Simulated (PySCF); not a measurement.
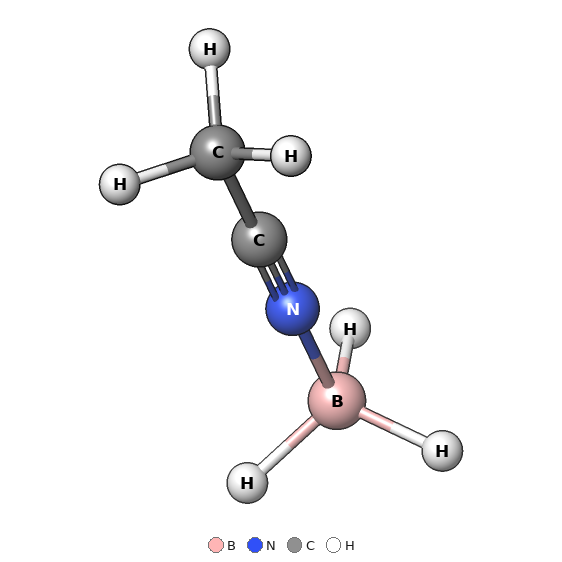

Computed geometry: PBE0-D3(BJ)/def2-SVP optimisation. No frequency run is at hand to confirm it as a minimum. Program: PySCF 2.14.0.

Compare dipole (D), polarisability (bohr³), HOMO energy (eV) at these levels: B3LYP/def2-SVPD; BHandHLYP/def2-SVPD; CAM-B3LYP/def2-SVPD; HF/def2-SVPD; LC-wPBE/def2-SVPD; LDA/def2-SVPD; PBE/def2-SVPD; PBE0/6-31G*; PBE0/def2-SVP; PBE0/def2-SVPD; PBE0/def2-TZVP; ωB97X-D/def2-SVPD.

```tsv
level	dipole (D)	polarisability (bohr³)	HOMO energy (eV)
B3LYP/def2-SVPD	7.26	55.8	−7.46
BHandHLYP/def2-SVPD	7.67	52.6	−8.82
CAM-B3LYP/def2-SVPD	7.52	54.2	−9.01
HF/def2-SVPD	8.22	49.3	−10.69
LC-wPBE/def2-SVPD	7.66	52.2	−10.35
LDA/def2-SVPD	6.81	59.7	−6.49
PBE/def2-SVPD	6.87	58.3	−6.43
PBE0/6-31G*	7.25	45.6	−7.45
PBE0/def2-SVP	7.28	47.8	−7.56
PBE0/def2-SVPD	7.28	55.1	−7.64
PBE0/def2-TZVP	7.32	52.7	−7.63
ωB97X-D/def2-SVPD	7.51	54.4	−9.48
```
